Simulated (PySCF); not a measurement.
# C₅H₉NOSi: what the fields show

| atom | x (Å) | y (Å) | z (Å) |
| --- | --- | --- | --- |
| C | -2.9421 | 0.4077 | 0.0579 |
| O | -2.2404 | -0.8069 | -0.0084 |
| C | -0.8807 | -0.7002 | -0.0288 |
| C | -0.0206 | -1.8296 | -0.1006 |
| C | 1.2517 | -1.3479 | -0.1060 |
| N | 1.2349 | 0.0176 | -0.0451 |
| Si | 2.6378 | 1.0517 | 0.0434 |
| C | -0.0860 | 0.4097 | 0.0062 |
| H | -2.7242 | 1.0425 | -0.8084 |
| H | -3.9999 | 0.1490 | 0.0612 |
| H | -2.6978 | 0.9597 | 0.9725 |
| H | -0.3350 | -2.8523 | -0.1438 |
| H | 2.1836 | -1.8762 | -0.1507 |
| H | 3.2154 | 0.9585 | 1.3869 |
| H | 2.1487 | 2.3986 | -0.2369 |
| H | 3.5798 | 0.5793 | -0.9701 |
| H | -0.3323 | 1.4507 | 0.0606 |

Geometry: GFN2-xTB.

Method: PBE0/pcSseg-1, SCF density, gas phase, non-relativistic (PySCF 2.14.0).

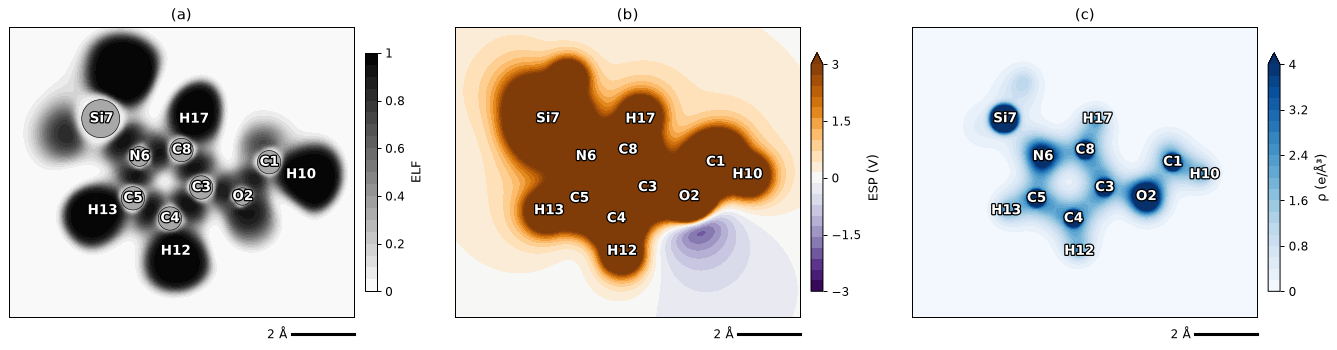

Figure 1. (a) electron localisation function; (b) electrostatic potential; (c) total electron density on the plane of atoms C3, C4 and C5. Grey discs cover the atomic cores in the ELF map.

> What do the fields say about this system?

- The section cuts through C, O, N, Si and H sites.
- C–C (1.36 Å): the density is about 2.2 e/Å³ at the midpoint; the ELF peaks at about 0.95 between the atoms, as expected for a covalent bond.
- C–O (1.36 Å): the density is about 2.3 e/Å³ at the midpoint, with its minimum of 2 e/Å³ about 0.5 Å from C; the ELF peaks at about 0.90 between the atoms: a polar covalent bond.
- C–N (1.37 Å): ρ at the midpoint is about 2.3 e/Å³; the ELF peaks at about 0.90 between the atoms (a covalent bond).
- Si–N (1.75 Å): the density is about 1.1 e/Å³ at the midpoint; the ELF peaks at about 0.95 between the atoms (a shared but strongly polarised pair).
- C–H (1.07 Å): ρ at the midpoint is about 2.1 e/Å³; the ELF climbs to about 1 towards the hydrogen, as it does in any bond to H; a covalent bond by its length.
- The ELF also peaks beside O2, away from the bonds: lone-pair regions.
- Outside the dense part of the molecule the potential is most negative (−1.9 V) near O2.

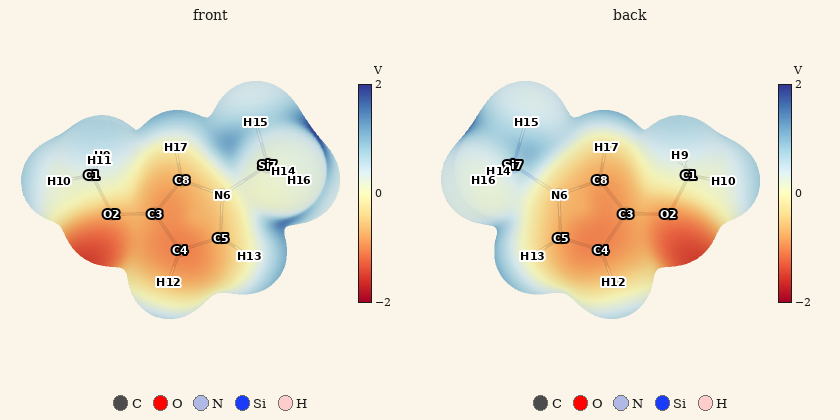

Figure 2. The electrostatic potential painted on the density surface at 0.002 e/bohr³, seen from the front and from behind; red is negative and blue positive.

> Describe the electrostatic potential map.

The most negative region (about −1.5 V) lies over O2, the most positive (about +1.8 V) over Si7. O2 is the likeliest acceptor of a hydrogen bond.
